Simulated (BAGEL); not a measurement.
# C2H4F2 (1,2-difluoroethane) at 4 levels

Aim: a comparison of 4 runs (B3LYP/6-31G*, B3LYP/def2-SVPD, PBE0/def2-SVPD, RI-MP2/def2-SVPD) of C2H4F2 (1,2-difluoroethane). 

The results are computed with BAGEL 1.2.2.

## Step 1: The molecule

C2H4F2: 8 atoms, total charge 0, spin state singlet. As SMILES, `FCCF`. Geometry: relaxed at PBE0-D4/def2-TZVP. This is one conformer, not always the lowest.

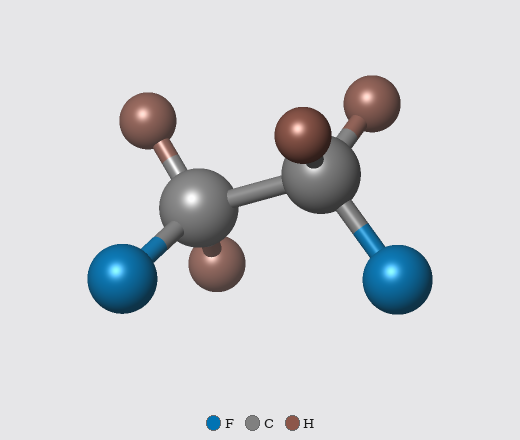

Viewed from a chosen angle; fluorine blue, carbon grey, hydrogen brown.

## Step 2: The energy at B3LYP/6-31G(d) (density fitting with cc-pvqz-jkfit, spherical functions) (run 1)

File calc.json:

```json
{ "bagel" : [

{
  "title" : "molecule",
  "basis" : "6-31gs.json",
  "df_basis" : "cc-pvqz-jkfit",
  "angstrom" : true,
  "geometry" : [
    { "atom" : "F", "xyz" : [      -1.312370,       0.775570,       0.874010 ] },
    { "atom" : "C", "xyz" : [      -0.115750,       0.716060,       0.193200 ] },
    { "atom" : "C", "xyz" : [       0.217900,      -0.696080,      -0.177380 ] },
    { "atom" : "F", "xyz" : [      -0.618130,      -1.153280,      -1.172850 ] },
    { "atom" : "H", "xyz" : [      -0.201180,       1.337840,      -0.702830 ] },
    { "atom" : "H", "xyz" : [       0.670250,       1.117960,       0.841860 ] },
    { "atom" : "H", "xyz" : [       1.248900,      -0.742470,      -0.544780 ] },
    { "atom" : "H", "xyz" : [       0.110390,      -1.355610,       0.688780 ] }
  ]
},

{
  "title" : "ks",
  "xc_func" : "b3lyp"
},

{
  "title" : "print",
  "file" : "orbitals.molden",
  "orbitals" : true
}

]}
```

The basis set 6-31G* is read from a file made from the Basis Set Exchange's data (not shown).

The run is started by

```
$ BAGEL_NUM_THREADS=1 BAGEL calc.json > calc.out
```

Log:

```text
* using 1 threads per process

  ===============================================================
  ===============================================================

  *** Geometry ***

  { "atom" : "F", "xyz" : [     -2.480020,      1.465615,      1.651640 ] },
  { "atom" : "C", "xyz" : [     -0.218736,      1.353157,      0.365095 ] },
  { "atom" : "C", "xyz" : [      0.411771,     -1.315401,     -0.335200 ] },
  { "atom" : "F", "xyz" : [     -1.168096,     -2.179383,     -2.216365 ] },
  { "atom" : "H", "xyz" : [     -0.380175,      2.528151,     -1.328156 ] },
  { "atom" : "H", "xyz" : [      1.266589,      2.112638,      1.590885 ] },
  { "atom" : "H", "xyz" : [      2.360079,     -1.403065,     -1.029485 ] },
  { "atom" : "H", "xyz" : [      0.208607,     -2.561732,      1.301606 ] },

  Number of auxiliary basis functions:      628

  Since a DF basis is specified, we compute 2- and 3-index integrals:
    o Being stored without compression. Storage requirement is 0.021 GB

  Number of basis functions:       64
  Number of electrons      :       34

    * METHOD: MOLECULE                             0.25

  *** Kohn-Sham DFT ***

    * Removing 14575 points whose weight is below 1.00e-10
    * Grid points: 104673

  === Nuclear Repulsion ===
   128.1346320609

       - DIIS with orbital gradients will be used.

  === KS iteration (b3lyp / 6-31gs.json) ===
      0       -253.36468598          0.16249304           0.21
      1       -228.91212841          0.21769331           0.20
      2       -243.88692518          0.20748731           0.20
      3       -275.72822178          0.08211390           0.20
      4       -277.40730176          0.05445702           0.20
      5       -278.18167920          0.01773776           0.20
      6       -278.24814526          0.00970420           0.20
      7       -278.27410089          0.00117872           0.20
      8       -278.27451638          0.00014674           0.20
      9       -278.27452105          0.00003346           0.20
     10       -278.27452133          0.00000944           0.20
     11       -278.27452136          0.00000137           0.20
     12       -278.27452136          0.00000070           0.20
     13       -278.27452136          0.00000024           0.20
     14       -278.27452136          0.00000004           0.20
     15       -278.27452136          0.00000001           0.20
     16       -278.27452136          0.00000000           0.20
    * SCF iteration converged.

    * Permanent dipole moment:
           (   -0.908278,    -0.177707,    -0.140607) a.u.

    * METHOD: KS                                   3.80

    * METHOD: PRINT                                0.00

  ===============================================================
```

Run time: 4.2 s. Hardware: 1 thread of Intel Xeon 6975P-C (Granite Rapids), shared host; peak memory 0.34 GiB.

## Step 3: The energy at B3LYP/def2-SVPD (density fitting with cc-pvqz-jkfit) (run 2)

File calc.json:

```json
{ "bagel": [

{
  "title": "molecule",
  "basis": "def2-svpd.json",
  "df_basis": "cc-pvqz-jkfit",
  "angstrom": true,
  "geometry": [
    { "atom": "F", "xyz": [   -1.312370,    0.775570,    0.874010 ] },
    { "atom": "C", "xyz": [   -0.115750,    0.716060,    0.193200 ] },
    { "atom": "C", "xyz": [    0.217900,   -0.696080,   -0.177380 ] },
    { "atom": "F", "xyz": [   -0.618130,   -1.153280,   -1.172850 ] },
    { "atom": "H", "xyz": [   -0.201180,    1.337840,   -0.702830 ] },
    { "atom": "H", "xyz": [    0.670250,    1.117960,    0.841860 ] },
    { "atom": "H", "xyz": [    1.248900,   -0.742470,   -0.544780 ] },
    { "atom": "H", "xyz": [    0.110390,   -1.355610,    0.688780 ] }
  ]
},
{
  "title": "ks",
  "xc_func": "b3lyp"
},
{
  "title": "print",
  "file": "orbitals.molden",
  "orbitals": true
}

]}
```

The basis set def2-SVPD is read from a file made from the Basis Set Exchange's data (not shown).

The run is started by

```
$ BAGEL_NUM_THREADS=1 BAGEL calc.json > calc.out
```

Log:

```text
* using 1 threads per process

  ===============================================================
  ===============================================================

  *** Geometry ***

  { "atom" : "F", "xyz" : [     -2.480020,      1.465615,      1.651640 ] },
  { "atom" : "C", "xyz" : [     -0.218736,      1.353157,      0.365095 ] },
  { "atom" : "C", "xyz" : [      0.411771,     -1.315401,     -0.335200 ] },
  { "atom" : "F", "xyz" : [     -1.168096,     -2.179383,     -2.216365 ] },
  { "atom" : "H", "xyz" : [     -0.380175,      2.528151,     -1.328156 ] },
  { "atom" : "H", "xyz" : [      1.266589,      2.112638,      1.590885 ] },
  { "atom" : "H", "xyz" : [      2.360079,     -1.403065,     -1.029485 ] },
  { "atom" : "H", "xyz" : [      0.208607,     -2.561732,      1.301606 ] },

  Number of auxiliary basis functions:      628

  Since a DF basis is specified, we compute 2- and 3-index integrals:
    o Being stored without compression. Storage requirement is 0.070 GB

  Number of basis functions:      118
  Number of electrons      :       34

    * METHOD: MOLECULE                             0.31

  *** Kohn-Sham DFT ***

    * Removing 14575 points whose weight is below 1.00e-10
    * Grid points: 104673

  === Nuclear Repulsion ===
   128.1346320609

       - DIIS with orbital gradients will be used.

  === KS iteration (b3lyp / def2-svpd.json) ===
      0       -251.59221488          0.10935212           0.40
      1       -213.37999998          0.16291930           0.38
      2       -251.56844576          0.15444331           0.39
      3       -275.04122769          0.06154166           0.39
      4       -277.13460892          0.03993206           0.39
      5       -277.78569680          0.02392143           0.40
      6       -277.91370497          0.01696751           0.39
      7       -278.10308523          0.00139786           0.39
      8       -278.10409029          0.00048624           0.39
      9       -278.10419502          0.00006604           0.39
     10       -278.10419653          0.00001086           0.39
     11       -278.10419658          0.00000510           0.39
     12       -278.10419659          0.00000155           0.39
     13       -278.10419659          0.00000026           0.39
     14       -278.10419659          0.00000014           0.39
     15       -278.10419659          0.00000004           0.39
     16       -278.10419659          0.00000002           0.39
     17       -278.10419659          0.00000000           0.39
    * SCF iteration converged.

    * Permanent dipole moment:
           (   -1.055708,    -0.206560,    -0.163426) a.u.

    * METHOD: KS                                   7.56

    * METHOD: PRINT                                0.01

  ===============================================================
```

Run time: 8.1 s. Hardware: 1 thread of Intel Xeon 6975P-C (Granite Rapids), shared host; peak memory 0.59 GiB.

Run 3 isn't shown in full; the table further down has it.

## Step 4: The energy at RI-MP2/def2-SVPD (density fitting with cc-pvqz-jkfit) (run 4)

File job.json:

```json
{ "bagel" : [

{
  "title" : "molecule",
  "basis" : "def2-svpd.json",
  "df_basis" : "cc-pvqz-jkfit",
  "angstrom" : true,
  "geometry" : [
    { "atom" : "F", "xyz" : [   -1.312370,    0.775570,    0.874010 ] },
    { "atom" : "C", "xyz" : [   -0.115750,    0.716060,    0.193200 ] },
    { "atom" : "C", "xyz" : [    0.217900,   -0.696080,   -0.177380 ] },
    { "atom" : "F", "xyz" : [   -0.618130,   -1.153280,   -1.172850 ] },
    { "atom" : "H", "xyz" : [   -0.201180,    1.337840,   -0.702830 ] },
    { "atom" : "H", "xyz" : [    0.670250,    1.117960,    0.841860 ] },
    { "atom" : "H", "xyz" : [    1.248900,   -0.742470,   -0.544780 ] },
    { "atom" : "H", "xyz" : [    0.110390,   -1.355610,    0.688780 ] }
  ]
},
{ "title" : "hf" },
{ "title" : "mp2", "ncore" : 4 }

]}
```

The basis set def2-SVPD is read from a file made from the Basis Set Exchange's data (not shown).

The run is started by

```
$ BAGEL_NUM_THREADS=1 BAGEL job.json > job.out
```

Log:

```text
* using 1 threads per process

  ===============================================================
  ===============================================================

  *** Geometry ***

  { "atom" : "F", "xyz" : [     -2.480020,      1.465615,      1.651640 ] },
  { "atom" : "C", "xyz" : [     -0.218736,      1.353157,      0.365095 ] },
  { "atom" : "C", "xyz" : [      0.411771,     -1.315401,     -0.335200 ] },
  { "atom" : "F", "xyz" : [     -1.168096,     -2.179383,     -2.216365 ] },
  { "atom" : "H", "xyz" : [     -0.380175,      2.528151,     -1.328156 ] },
  { "atom" : "H", "xyz" : [      1.266589,      2.112638,      1.590885 ] },
  { "atom" : "H", "xyz" : [      2.360079,     -1.403065,     -1.029485 ] },
  { "atom" : "H", "xyz" : [      0.208607,     -2.561732,      1.301606 ] },

  Number of auxiliary basis functions:      628

  Since a DF basis is specified, we compute 2- and 3-index integrals:
    o Being stored without compression. Storage requirement is 0.070 GB

  Number of basis functions:      118
  Number of electrons      :       34

    * METHOD: MOLECULE                             0.31

  *** RHF ***

  === Nuclear Repulsion ===
   128.1346320609

      * DIIS with orbital gradients will be used.

  === RHF iteration (def2-svpd.json) ===
      0       -276.44369880          0.01893297           0.08
      1       -276.62371062          0.01347522           0.08
      2       -276.72632636          0.00174203           0.08
      3       -276.72862541          0.00046000           0.08
      4       -276.72874215          0.00009801           0.08
      5       -276.72875319          0.00002515           0.08
      6       -276.72875406          0.00000519           0.08
      7       -276.72875410          0.00000135           0.08
      8       -276.72875411          0.00000036           0.08
      9       -276.72875411          0.00000013           0.08
     10       -276.72875411          0.00000003           0.08
     11       -276.72875411          0.00000001           0.08
    * SCF iteration converged.

    * Permanent dipole moment:
           (   -1.168368,    -0.228592,    -0.180866) a.u.

    * METHOD: HF                                   1.09

  *** RHF ***

  === Nuclear Repulsion ===
   128.1346320609

      * DIIS with orbital gradients will be used.

  === RHF iteration (def2-svpd.json) ===
      0       -276.72875411          0.00000000           0.07
    * SCF iteration converged.

    * Permanent dipole moment:
           (   -1.168368,    -0.228592,    -0.180866) a.u.

  === DF-MP2 calculation ===

    * freezing 4 orbitals
    * 3-index integral transformation done
    * assembly done

      MP2 correlation energy:   -0.6787855504      0.08

      MP2 total energy:       -277.4075396571

    * METHOD: MP2                                  0.24

  ===============================================================
```

It took 1.8 s on 1 thread of Intel Xeon 6975P-C (Granite Rapids), shared host; peak memory 0.18 GiB.

## Step 5: The series

| run | level | frozen core orbitals | energy (Eh) | dipole moment (D) | HOMO energy (eV) | LUMO energy (eV) | wall time |
| --- | --- | --- | --- | --- | --- | --- | --- |
| 1 | B3LYP/6-31G* (density fitting with cc-pvqz-jkfit, spherical functions) | – | -278.274521 | 2.38 | -8.77 | 2.60 | 4.2 s |
| 2 | B3LYP/def2-SVPD (density fitting with cc-pvqz-jkfit) | – | -278.104197 | 2.77 | -9.47 | 0.35 | 8.1 s |
| 3 | PBE0/def2-SVPD (density fitting with cc-pvqz-jkfit) | – | -277.815506 | 2.74 | -9.71 | 0.68 | 8.1 s |
| 4 | RI-MP2/def2-SVPD (density fitting with cc-pvqz-jkfit) | 4 | -277.407540 | – | – | – | 1.8 s |

## Step 6: What came out

```
                                          quantity          value
                               run 4: total energy  -277.40754 Eh
run 4: correlation energy (4 core orbitals frozen)     -678.8 mEh
```

In words: Over runs 1, 2, 3 the dipole moment (its size) runs from 2.38 D (B3LYP/6-31G*) to 2.77 D (B3LYP/def2-SVPD). Over runs 1, 2, 3 the HOMO–LUMO gap runs from 9.82 eV (B3LYP/def2-SVPD) to 11.38 eV (B3LYP/6-31G*). Totals of different functionals can't be ranked against each other. All runs together took 22 s, the longest 8.1 s.
